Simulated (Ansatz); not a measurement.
**BCl···H2: density, localisation and related maps**

```xyz
4

B    -0.7714   -0.2940   -0.9161
H     2.1541    0.2606    1.6078
H     1.6591    0.0930    1.0521
Cl   -2.4096   -0.0596   -1.3787
```

Level of theory: RKS PBE0/def2-SVP in Ansatz 0.2.0.

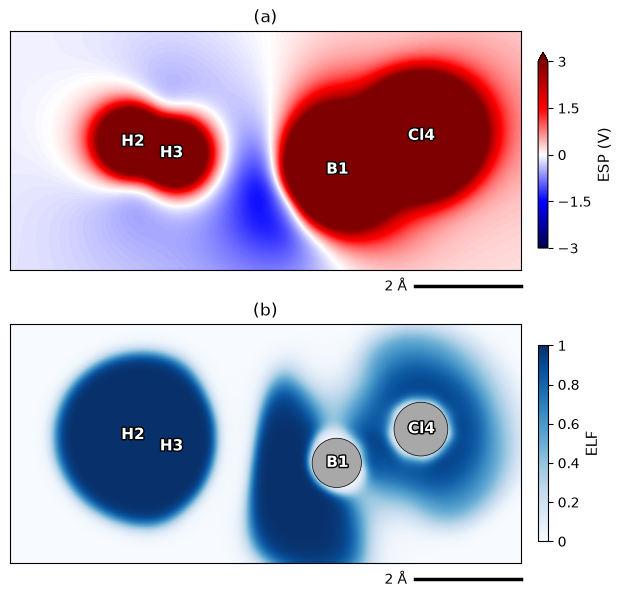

Figure 1. (a) molecular electrostatic potential; (b) ELF on the molecular plane. Grey discs cover the atomic cores in the ELF map.

Read the bonding off the picture.

- Atoms in the plane: B, H and Cl.
- B1···H3 (3.15 Å): the ELF dips to about 0 between them; a non-bonded, intermolecular contact.
- B–Cl (1.72 Å): the ELF peaks at about 0.90 between the atoms, as expected for a shared but strongly polarised pair.
- H–H (0.76 Å): the ELF is about 1 at the midpoint.
- The ELF also peaks beside B1 and Cl4, away from the bonds: lone-pair regions.
- Outside the dense part of the complex the potential is most negative (−1.4 V) near H3.

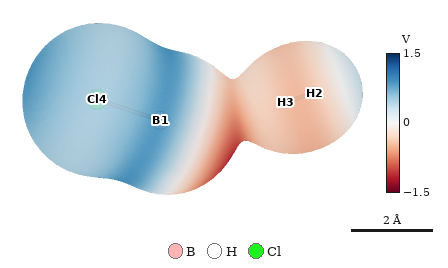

Figure 2. The molecular electrostatic potential painted on the density surface at 0.002 e/bohr³, seen at a tilt; the colour scale runs from red (negative) to blue (positive).

Describe the electrostatic potential map.

The most negative region (about −1.2 V, or −28 kcal/mol for a unit charge) lies over H3, the most positive (about +0.9 V, or +21 kcal/mol for a unit charge) over B1 and Cl4. Cl4 shows a σ-hole: about +0.9 V, or +21 kcal/mol for a unit charge at the tip opposite its bond, against about +0.4 V, or +9 kcal/mol for a unit charge on its flanks.

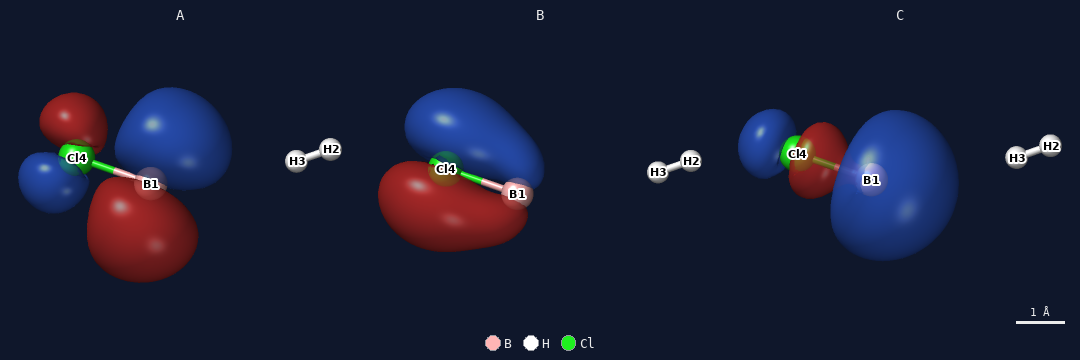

Figure 3. Three frontier orbitals at ±0.1 Å⁻³ᐟ² (red and blue are the two phases), in no order.

Which picture is the HOMO−1, the HOMO and the LUMO?

B is the HOMO−1 (−11.08 eV). Its weight (Hirshfeld) is mainly on Cl4 (about 85 %) and B1 (about 15 %); it is symmetric in the molecular plane (an in-plane orbital: σ, lone-pair or in-plane π type); largely a lone pair of Cl4. C is the HOMO (−7.39 eV). Its weight (Hirshfeld) is mainly on B1 (about 85 %) and Cl4 (about 15 %); it is symmetric in the molecular plane (an in-plane orbital: σ, lone-pair or in-plane π type). A is the LUMO (−1.83 eV). It lies mainly on B1 (about 80 %) and Cl4 (about 20 %); it is symmetric in the molecular plane (an in-plane orbital: σ, lone-pair or in-plane π type).

What is the HOMO–LUMO gap?

5.56 eV between the orbital energies.
